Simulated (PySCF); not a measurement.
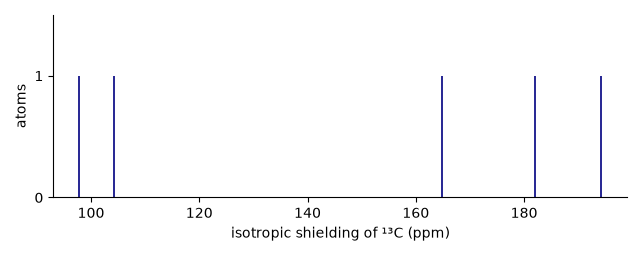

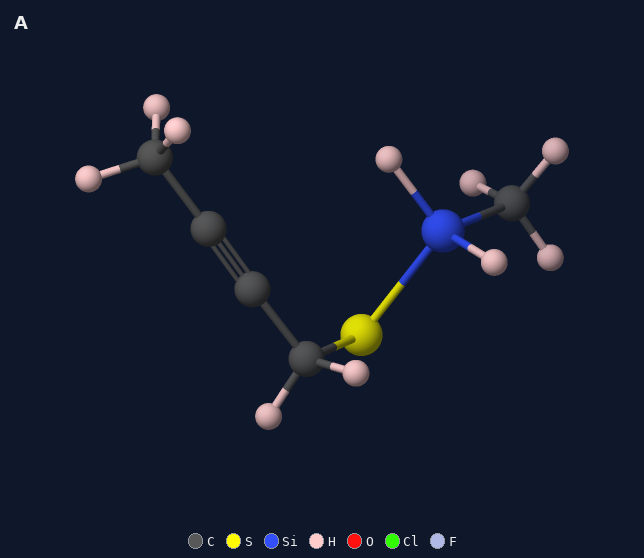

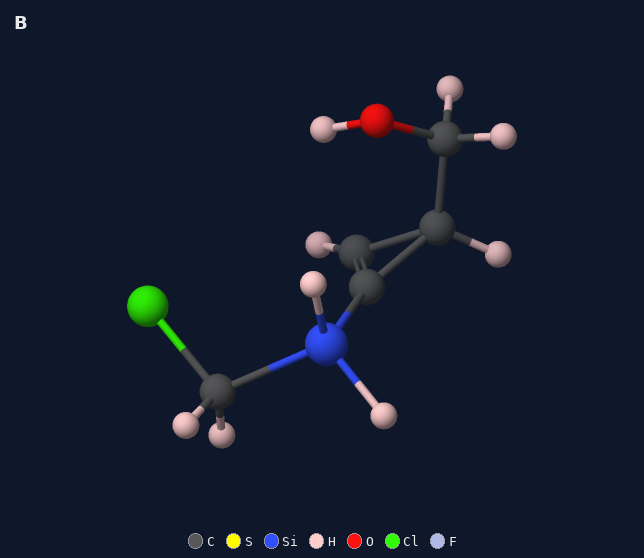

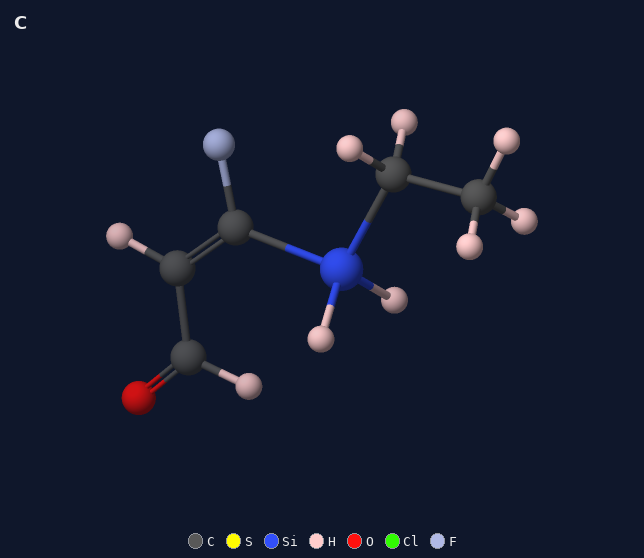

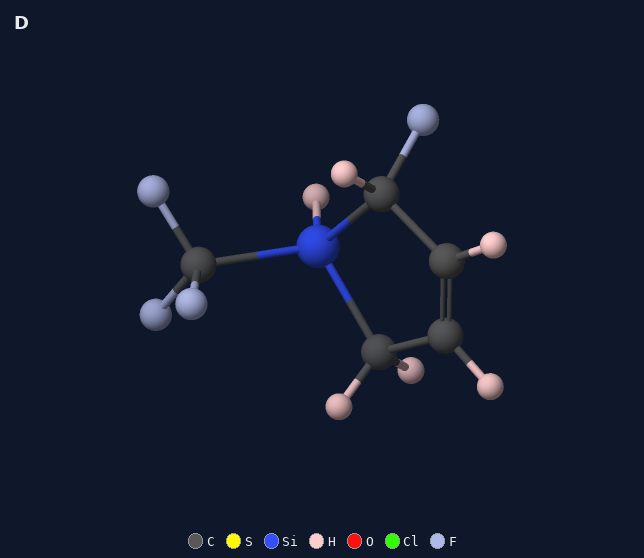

The sticks are computed shieldings of one of the molecules, for one fixed geometry (GFN2-xTB) without averaging over rotations. Low shielding means a high chemical shift. Method: GIAO PBE0/pcSseg-1 NMR shielding, non-relativistic, gas phase (PySCF 2.14.0).

Which molecule gives this pattern?

A, `CC#CCS[SiH2]C`. Its 5 C atoms give lines at 97.8, 104.2, 164.8, 182.0, 194.3 ppm.

The geometry is semi-empirical. Around Si such bond lengths and angles can be off by a tenth of an ångström or more and by several degrees, and values that hang on the shape move with them.
